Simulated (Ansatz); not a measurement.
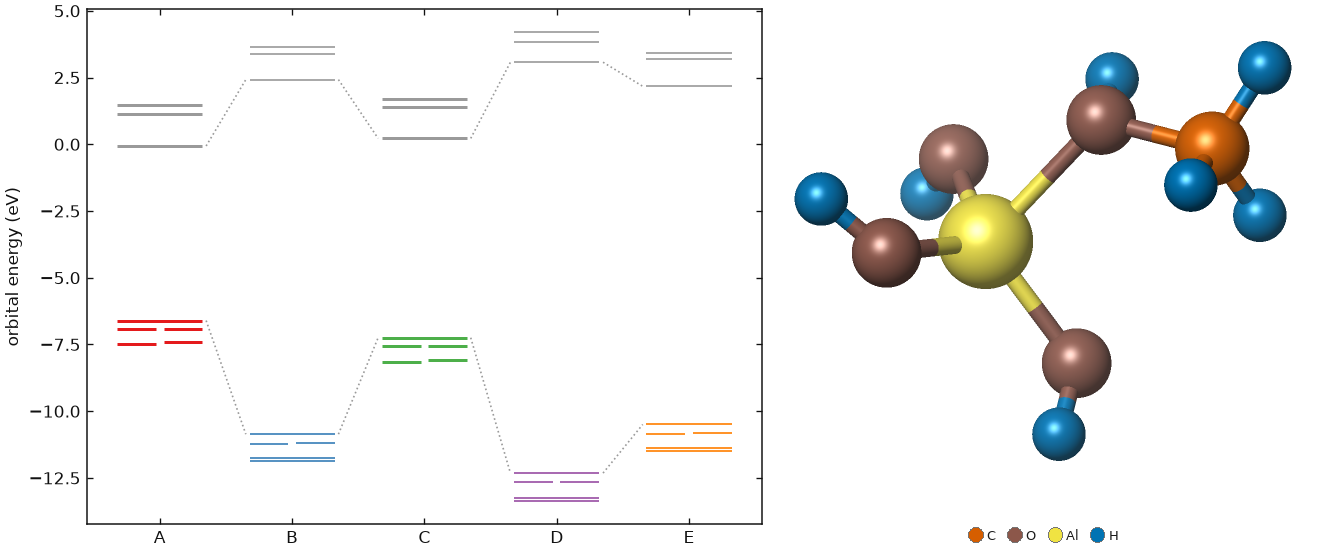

Frontier orbital energies of CH₇AlO₄, SMILES C[OH+][Al-]([OH])([OH])[OH], singlet at one geometry, def2-TZVPP, the Ansatz code 0.2.0, at a PBE0-D4/def2-TZVP geometry (a minimum by its frequencies). Empty levels are grey, levels within 0.1 eV stand side by side; all columns show the same few orbitals around the gap. Dotted lines join the HOMOs and the LUMOs.

### The columns come from HF, LC-wPBE, r2SCAN, r2SCANh and ωB97X-V. Which is which?

A: r2SCAN (HOMO −6.60, LUMO −0.06, separation 6.54 eV)
B: LC-wPBE (HOMO −10.86, LUMO 2.42, separation 13.28 eV)
C: r2SCANh (HOMO −7.25, LUMO 0.22, separation 7.47 eV)
D: HF (HOMO −12.32, LUMO 3.07, separation 15.39 eV)
E: ωB97X-V (HOMO −10.50, LUMO 2.17, separation 12.67 eV)

Caveats, for all or some of the runs: empty levels above zero depend strongly on the basis; one conformer of a flexible molecule.
